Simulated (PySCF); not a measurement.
**One shape, several levels: SiH2F (SMILES F[SiH2])**

Wanted: a comparison of 4 runs (UB3LYP/STO-6G, UMP2/STO-6G, UCISD/STO-6G, FCI/STO-6G) of SiH2F. The job is set up through a Python script.

The results are computed with PySCF 2.14.0.

10 further runs of the same task are left out: 10 set aside as unsound or not needed.

## (1) The system as given

SiH2F: 4 atoms, total charge 0, spin state doublet. As SMILES, `F[SiH2]`. The Si2–H4 distance was set to 2.606 Å, away from the relaxed value. At this shape a bond of the SMILES string is far longer than usual.

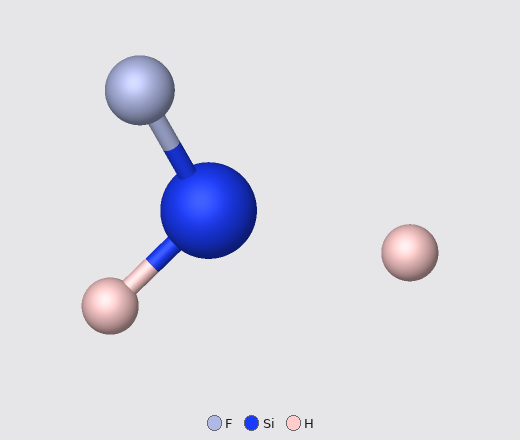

Viewed from a chosen angle; fluorine light blue, silicon blue, hydrogen pink.

## (2) The energy at UB3LYP/STO-6G (run 1)

File input.py:

```python
from pyscf import gto, dft

mol = gto.Mole()
mol.atom = [
    ('F', (0.998672, 1.284535, -1.370250)),
    ('Si', (-0.329068, 0.372075, -1.191610)),
    ('H', (-1.426848, 1.315515, -1.206380)),
    ('H', (0.136490, -1.061140, 0.934020)),
]
mol.spin = 1
mol.verbose = 3
mol.basis = 'sto-6g'
mol.max_memory = 1860
mol.build()

calc0 = dft.UKS(mol)
calc0.xc = 'b3lyp'
calc0.grids.level = 5
calc0.conv_tol = 1e-10
calc0.kernel()
if not calc0.converged:
    calc0 = calc0.newton().run(calc0.mo_coeff, calc0.mo_occ)

energy = calc0.e_tot
print('E(%s) = %.9f' % ('B3LYP', energy))
```

The run is started by

```bash
$ OMP_NUM_THREADS=1 python input.py
```

What it wrote:

```text
converged SCF energy = -388.780335483455  <S^2> = 0.81638958  2S+1 = 2.0653228
E(B3LYP) = -388.780335483
```

Wall time 8.1 s (1 thread of Arm Neoverse N1, shared host); peak memory 0.19 GiB.

## (3) A single-point energy at UMP2/STO-6G (run 2)

File start.xyz:

```xyz
4
FH2Si
F      0.998672     1.284535    -1.370250
Si    -0.329068     0.372075    -1.191610
H     -1.426848     1.315515    -1.206380
H      0.136490    -1.061140     0.934020
```

File calc.py:

```python
from pyscf import gto, mp

mol = gto.M(
    atom='start.xyz',
    verbose=3,
    spin=1,
    max_memory=1860,
    charge=0,
    basis='sto-6g',
)

hf = mol.UHF()
hf.conv_tol = 1e-10
hf.kernel()
if not hf.converged:
    hf = hf.newton().run(hf.mo_coeff, hf.mo_occ)

pt = mp.MP2(hf, frozen=6).run()
energy = pt.e_tot
print('E(%s) = %.9f' % ('MP2', energy))
```

The run is started by

```bash
$ OMP_NUM_THREADS=1 python calc.py
```

What it wrote:

```text
converged SCF energy = -387.851014559034  <S^2> = 0.95374113  2S+1 = 2.1943027
E(UMP2) = -387.896931150995  E_corr = -0.0459165919614189
E(SCS-UMP2) = -387.900172903939  E_corr = -0.0491583449052709
E(MP2) = -387.896931151
```

It took 1.4 s on 1 thread of Arm Neoverse N1, shared host; peak memory 0.12 GiB.

Run 3 isn't shown in full; the table further down has it.

## (4) A single-point energy at FCI/STO-6G (run 4)

start.xyz is that of step 3.

File job.py:

```python
from pyscf import gto, mcscf

molecule = gto.M(
    atom='start.xyz',
    verbose=3,
    basis='sto-6g',
    max_memory=1860,
    spin=1,
)

mf = molecule.ROHF()
mf.conv_tol = 1e-10
mf.kernel()
if not mf.converged:
    mf = mf.newton().run(mf.mo_coeff, mf.mo_occ)

cas = mcscf.CASCI(mf, mf.mo_coeff.shape[-1] - 6, (molecule.nelec[0] - 6, molecule.nelec[1] - 6))  # full CI above the frozen core
cas.fix_spin_(ss=0.75)
cas.kernel()
energy = cas.e_tot
print('E(%s) = %.9f' % ('FCI', energy))
```

The run is started by

```bash
$ OMP_NUM_THREADS=1 python job.py
```

What it wrote:

```text
converged SCF energy = -387.84655496935
CASCI E = -387.921677235479  E(CI) = -42.3840312761754  S^2 = 0.7500000
E(FCI) = -387.921677235
```

Run time: 2 s. Hardware: 1 thread of Arm Neoverse N1, shared host; peak memory 0.12 GiB.

## (5) All runs side by side

| run | level | integration grid | frozen core orbitals | energy (Eh) | dipole moment (D) of the reference | HOMO energy (eV) | LUMO energy (eV) | wall time |
| --- | --- | --- | --- | --- | --- | --- | --- | --- |
| 1 | UB3LYP/STO-6G | 5 | – | -388.780335 | 0.96 | -2.91 | 0.75 | 8.1 s |
| 2 | UMP2/STO-6G | – | 6 | -387.896931 | 0.81 | -6.29 | 6.05 | 1.4 s |
| 3 | UCISD/STO-6G | – | 6 | -387.914349 | 0.81 | -6.29 | 6.05 | 1.5 s |
| 4 | FCI/STO-6G | – | 6 | -387.921677 | 0.69 | – | – | 2 s |

## (6) Summary of results

| quantity | value |
| --- | --- |
| run 4: total energy | -387.92168 Eh |
| run 4: dipole moment (Hartree–Fock density) | 0.69 D |
| run 4: correlation energy (6 core orbitals frozen) | -75.1 mEh |

In words: Against full CI in this basis: UMP2 +24.7 mEh; UCISD +7.3 mEh. In runs 1, 2, 3, 4 the basis is minimal, so the values are rough. Spin contamination of the reference: run 2 ⟨S²⟩ = 0.95, run 3 ⟨S²⟩ = 0.95. All runs together took 13 s, the longest 8.1 s.
